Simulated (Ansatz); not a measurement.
# CCSD(T)/STO-3G run of CH3F (fluoromethane)

What is the energy change on altering one bond length of CH3F (fluoromethane) at CCSD(T)/STO-3G? 

The results are computed with Ansatz 0.2.0.

55 further runs of the same task are left out: 3 that didn't finish, 52 set aside as unsound or not needed.

### Step 1. Starting point

The species is CH3F (5 atoms), meant as a singlet with charge 0. As SMILES, `CF`. The coordinates come from a PBE0-D4/def2-TZVP relaxation.

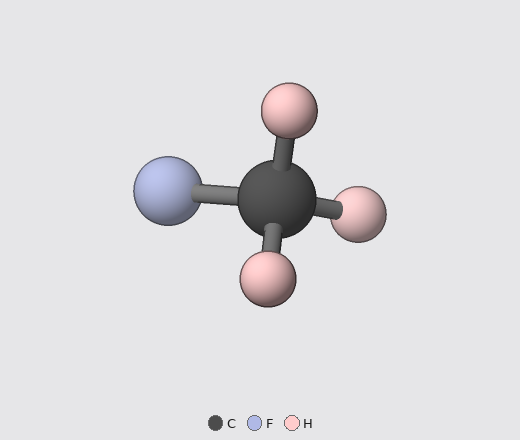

Viewed from a chosen angle; carbon dark grey, fluorine light blue, hydrogen pink.

### Step 2. The energy at CCSD(T)/STO-3G

Contents of molecule.yaml:

```yaml
crystal:
  periodic: [false, false, false]
  atoms:
    - {symbol: C, position_ang: [-0.050700, 0.032900, 0.007800]}
    - {symbol: F, position_ang: [1.094100, -0.710500, -0.168600]}
    - {symbol: H, position_ang: [-0.918700, -0.626900, -0.058000]}
    - {symbol: H, position_ang: [-0.104800, 0.796000, -0.772000]}
    - {symbol: H, position_ang: [-0.019800, 0.508500, 0.990700]}
basis:
  gaussian:
    orbitals: STO-3G
scf:
  omitted_lower_state_checks: [cluster_reference, increment]
total_charge: 0
correlation:
  method: ccsd_t
  frozen_orbitals: {C: 1, F: 1, H: 0}
accuracy: high
```

On the command line:

```sh
ansatz run molecule.yaml --threads 1 --pin off --max-ram 2610MiB --events-out events.jsonl --progress --plain --runs-dir runs
```

Log, shortened:

```text
Warning: RAYON_NUM_THREADS=1 ignored (pool sized by the plan → 1); use --threads N
Functional definition: HF
  name "HF"
[...]
206 factors; integrals over basis functions are off by at most 2.5e-8 eV
[...]
mean field -3732.54276126 eV, -137.1684164678 hartree, gradient 2.7e-8 eV, S^2 0.000000; 0 other end points of the search recorded, 0 dependent functions left out
2 core orbitals not correlated: weight in the atoms' cores, before any rotation towards them, 1.000 or more for the frozen orbitals, at most 0.000 for the correlated occupied ones
reference -3732.54276126 eV, -137.1684164678 hartree; 7, 7 occupied and 4, 4 virtual orbitals, 206 factors
second order -1.84472789 eV of doubles, -0.00000000 eV of singles
cycle   1  -2.29309028 eV  change   -4.5e-1 eV  update   5.1e-2
[...]
cycle  17  -2.53806777 eV  change  -3.3e-10 eV  update  2.0e-10
perturbative correction -0.02193227 eV, -0.0008059961 hartree
Total energy: -3735.10276129 eV, -137.2624947339 hartree
Checks for a lower state left out: cluster_reference, increment
```

Wall time 0.12 s (1 thread of Arm Neoverse V1, shared host).

### Step 3. The distorted shape, same level

Contents of job.yaml:

```yaml
crystal:
  periodic: [false, false, false]
  atoms:
    - {symbol: C, position_ang: [-0.037175, -0.157876, 0.202751]}
    - {symbol: F, position_ang: [1.107625, -0.901276, 0.026351]}
    - {symbol: H, position_ang: [-0.905175, -0.817676, 0.136951]}
    - {symbol: H, position_ang: [-0.104800, 0.796000, -0.772000]}
    - {symbol: H, position_ang: [-0.006275, 0.317724, 1.185651]}
basis:
  gaussian:
    orbitals: STO-3G
scf:
  omitted_lower_state_checks: [cluster_reference, increment]
accuracy: high
correlation:
  method: ccsd_t
  frozen_orbitals: {C: 1, F: 1, H: 0}
```

On the command line:

```sh
ansatz run job.yaml --threads 1 --pin off --max-ram 2610MiB --events-out events.jsonl --progress --plain --runs-dir runs
```

Log, shortened:

```text
Warning: RAYON_NUM_THREADS=1 ignored (pool sized by the plan → 1); use --threads N
[... 2 set-up lines as earlier in the session ...]
[...]
206 factors; integrals over basis functions are off by at most 2.5e-8 eV
[...]
mean field -3731.43940328 eV, -137.1278688099 hartree, gradient 1.3e-8 eV, S^2 0.000000; 0 other end points of the search recorded, 0 dependent functions left out
2 core orbitals not correlated: weight in the atoms' cores, before any rotation towards them, 1.000 or more for the frozen orbitals, at most 0.000 for the correlated occupied ones
reference -3731.43940328 eV, -137.1278688099 hartree; 7, 7 occupied and 4, 4 virtual orbitals, 206 factors
second order -2.09868301 eV of doubles, -0.00000000 eV of singles
cycle   1  -2.61274912 eV  change   -5.1e-1 eV  update   6.0e-2
[...]
cycle  19  -2.91952592 eV  change  -5.5e-10 eV  update  3.7e-10
perturbative correction -0.03190318 eV, -0.0011724201 hartree
Total energy: -3734.39083237 eV, -137.2363318287 hartree
Checks for a lower state left out: cluster_reference, increment
```

Run time: 0.12 s. Hardware: 1 thread of Arm Neoverse V1, shared host.

### Step 4. What came out

At CCSD(T)/STO-3G, 2 core orbitals frozen:

| quantity | value |
| --- | --- |
| first shape: total energy | -137.26249 Eh |
| first shape: correlation energy (2 core orbitals frozen) | -94.1 mEh |
| first shape: (T) correction | -0.81 mEh |
| first shape: T1 diagnostic | 0.006 |
| distorted shape: total energy | -137.23633 Eh |
| distorted shape: correlation energy (2 core orbitals frozen) | -108.5 mEh |
| distorted shape: (T) correction | -1.17 mEh |
| distorted shape: T1 diagnostic | 0.007 |
| energy change with the C1–H4 bond stretched from 1.092 to 1.366 Å | 0.712 eV |

With the C1–H4 bond stretched from 1.092 to 1.366 Å the energy rises by 0.71 eV (68.7 kJ/mol). The first shape isn't relaxed at this level, so the change isn't measured from a minimum. The minimal basis adds a large error of its own. The triples (first shape) make up 0.9 % of the correlation energy. The triples (distorted shape) make up 1.1 % of the correlation energy.
